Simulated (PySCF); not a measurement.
```yaml
atoms:
  - { symbol: C, position_ang: [2.3243, -0.9200, -0.0821] }
  - { symbol: N, position_ang: [1.2642, -1.1216, -0.5334] }
  - { symbol: Ga, position_ang: [-0.3776, 0.0771, -0.7765] }
  - { symbol: C, position_ang: [0.7857, 1.5775, 0.1006] }
  - { symbol: N, position_ang: [1.9439, 1.5320, 0.5432] }
  - { symbol: N, position_ang: [-1.5158, -1.1354, 0.3355] }
  - { symbol: C, position_ang: [-2.4398, -0.2156, 0.3854] }
  - { symbol: O, position_ang: [-2.1987, 0.9012, -0.1276] }
  - { symbol: H, position_ang: [3.3117, -1.2353, 0.1599] }
  - { symbol: H, position_ang: [-0.6460, -0.1441, -2.2674] }
  - { symbol: H, position_ang: [0.2824, 2.5401, 0.1918] }
  - { symbol: H, position_ang: [2.3979, 0.5725, 0.4380] }
  - { symbol: H, position_ang: [-1.7223, -2.0404, 0.7394] }
  - { symbol: H, position_ang: [-3.4105, -0.3884, 0.8708] }
```

Geometry: GFN2-xTB.

All numbers below come from PySCF 2.14.0, wB97X-D/def2-SVPD, SCF density, gas phase.

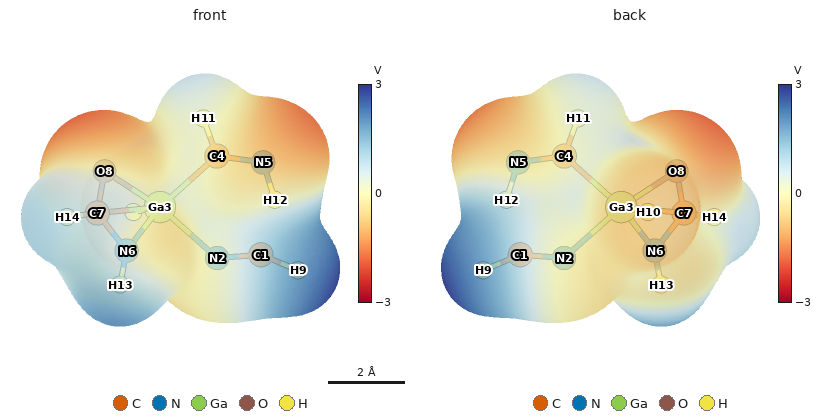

C3H6GaN3O. The electrostatic potential painted on the density surface at 0.002 e/bohr³, seen from the front and from behind; red is negative and blue positive.

Question: Where is the surface potential most negative and most positive?

Answer: The most negative region (about −1.7 V) lies over O8, the most positive (about +2.8 V) over H9. O8 is the likeliest acceptor of a hydrogen bond.

Question: How polar is the molecule by this calculation?

Answer: Its dipole moment is 4.49 D.
